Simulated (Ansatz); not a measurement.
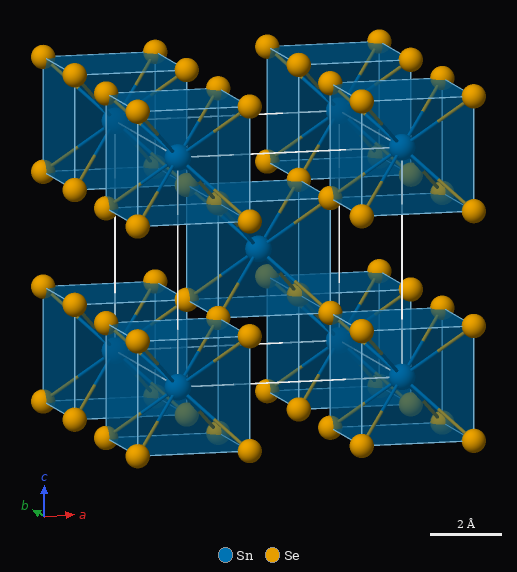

Starting structure of crystalline SnSe₄ (a generated structure, set up in Im-3m). A polyhedral model of the conventional cell (2 times the calculation's cell), seen slightly off an axis. Lengths and directions refer to the drawn axes.

All numbers below come from Ansatz, DFT PBE, scalar-relativistic, plane waves, PAW.

The input:
```yaml
crystal:
  lattice:
    - [-3.28847905, 3.28847905, 3.28847905]
    - [3.28847905, -3.28847905, 3.28847905]
    - [3.28847905, 3.28847905, -3.28847905]
  atoms:
    - { symbol: Sn, position: [0.0, 0.0, 0.0] }
    - { symbol: Se, position: [0.0, 0.0, 0.5] }
    - { symbol: Se, position: [0.5, 0.0, 0.0] }
    - { symbol: Se, position: [0.0, 0.5, 0.0] }
    - { symbol: Se, position: [0.5, 0.5, 0.5] }
basis:
  ecutwfc: 420
kpoints:
  mp_grid: { grid: [8, 8, 8] }
hamiltonian:
  xc: pbe
scf:
  occupations: { method: gaussian, width: 0.1 }
output:
  forces: true
  stress: true
  eigenvalues: true
  write_density: true
  write_potential: true
  elf: true
  volumetric_format: npy
relax:
  adjacent_minimum: "off"
  f_tol: 0.01
  max_steps: 80
  cell: { stress_tol: 0.05 }
```

Launched with:
```bash
ansatz run input.yaml --threads 1 --pin off --max-ram 2560MiB --backend cpu --events-out ev --progress --plain --runs-dir out
```

### Where does the relaxation end?

No atom moves by more than 0.005 Å relative to the cell. The drawn cell changes as follows: a = b = c 6.577 → 6.503 Å (−1.1 %); the volume changes by −3.3 %. Near-neighbour distances that change, for instance: Sn1–Se2 2.848 → 2.816 Å. The space group stays Im-3m (No. 229). After 2 accepted moves (3 points after the start) the energy has fallen by 24.6 meV per cell of the calculation. All forces vanish by symmetry, so only the cell relaxes. The pressure goes from −1.57 to −0.03 GPa. The SCF was repeated once at an unchanged geometry on a basis and grid sized afresh for the cell, which shifted the energy by 0.7 meV per cell of the calculation at most. Cost: 82 s on 1 thread of Intel(R) Xeon(R) Processor @ 2.50GHz (Skylake/Cascade Lake) (shared host), peak memory 0.51 GiB.

Final geometry:

```
CELL_PARAMETERS angstrom
-3.25136 3.25136 3.25136
3.25136 -3.25136 3.25136
3.25136 3.25136 -3.25136
ATOMIC_POSITIONS crystal
Sn 0.00000 0.00000 0.00000
Se 0.00000 0.00000 0.50000
Se 0.50000 0.00000 0.00000
Se 0.00000 0.50000 0.00000
Se 0.50000 0.50000 0.50000
```

After the run, drawn alike:

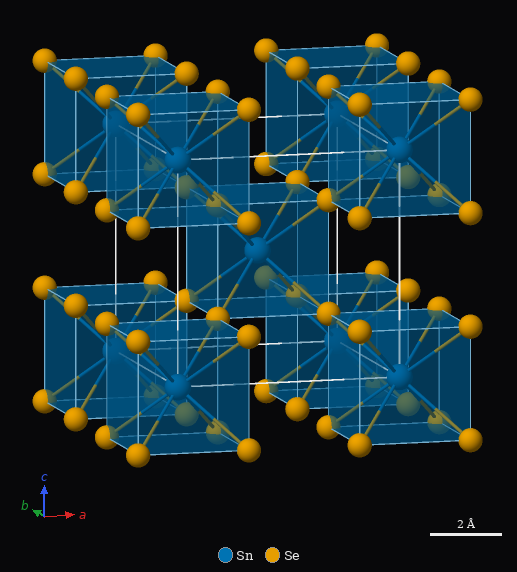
